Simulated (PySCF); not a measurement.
## Electronic structure of C5H11PSi (SMILES C#CCP(C)[SiH2]C) in real space

```yaml
atoms:
  - { symbol: C, position_ang: [1.9565, 1.5095, 0.7218] }
  - { symbol: C, position_ang: [1.5758, 0.8772, -0.2222] }
  - { symbol: C, position_ang: [1.0941, 0.0820, -1.3200] }
  - { symbol: P, position_ang: [-0.0946, -1.2788, -0.8061] }
  - { symbol: C, position_ang: [0.9643, -2.1195, 0.4558] }
  - { symbol: Si, position_ang: [-1.4471, -0.1422, 0.5857] }
  - { symbol: C, position_ang: [-2.1446, 1.3591, -0.3441] }
  - { symbol: H, position_ang: [2.3003, 2.0832, 1.5297] }
  - { symbol: H, position_ang: [0.5663, 0.7126, -2.0418] }
  - { symbol: H, position_ang: [1.9336, -0.3987, -1.8340] }
  - { symbol: H, position_ang: [0.3406, -2.8040, 1.0265] }
  - { symbol: H, position_ang: [1.4265, -1.3962, 1.1253] }
  - { symbol: H, position_ang: [1.7400, -2.6938, -0.0497] }
  - { symbol: H, position_ang: [-0.8262, 0.3012, 1.8426] }
  - { symbol: H, position_ang: [-2.5242, -1.0859, 0.9178] }
  - { symbol: H, position_ang: [-2.9545, 1.8128, 0.2169] }
  - { symbol: H, position_ang: [-1.3827, 2.1175, -0.4993] }
  - { symbol: H, position_ang: [-2.5331, 1.0704, -1.3165] }
```

Geometry: GFN2-xTB.

These are results of PBE0/pcSseg-1, SCF density, gas phase, non-relativistic in PySCF 2.14.0, not measurements.

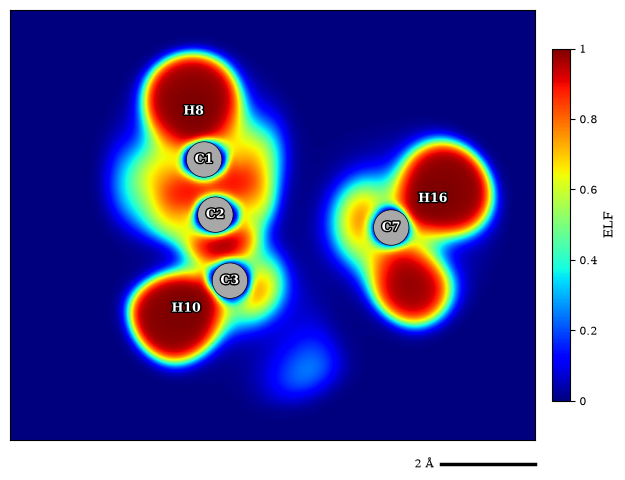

Figure 1. Electron localisation function on the plane of atoms C2, C3 and H10. Grey discs cover the atomic cores.

What do the fields say about this system?

Answer.
- The section cuts through C and H sites.
- C–C (1.20 Å): the ELF peaks at about 0.85 between the atoms (a short, multiple covalent bond).
- C–H (1.05 Å): the ELF climbs to about 1 towards the hydrogen, as it does in any bond to H: a covalent bond by its length.

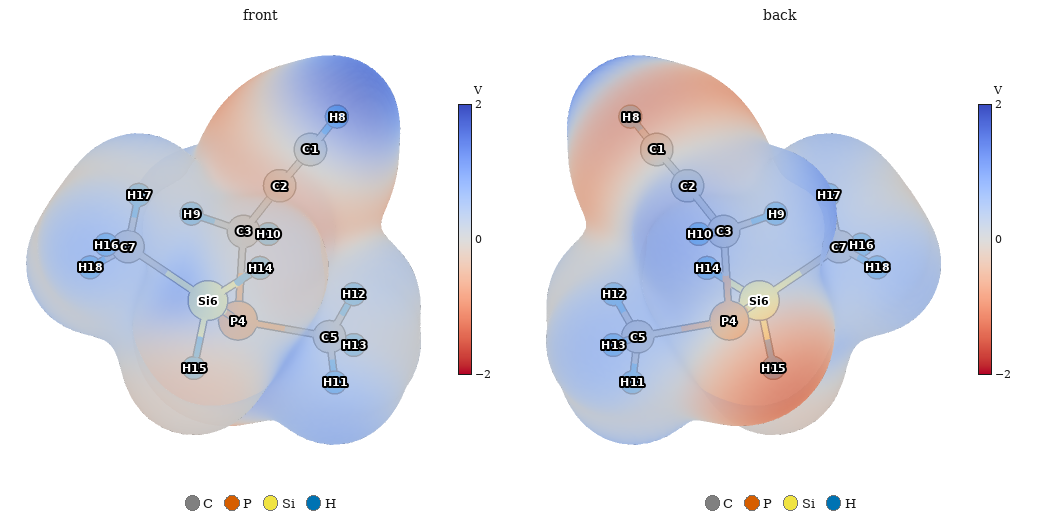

Figure 2. The molecular electrostatic potential painted on the density surface at 0.002 e/bohr³, seen from the front and from behind; red is negative and blue positive.

Where is the surface potential most negative and most positive?

Answer. The most negative region (about −1.2 V, or −28 kcal/mol for a unit charge) lies over P4, the most positive (about +1.5 V, or +35 kcal/mol for a unit charge) over H8.
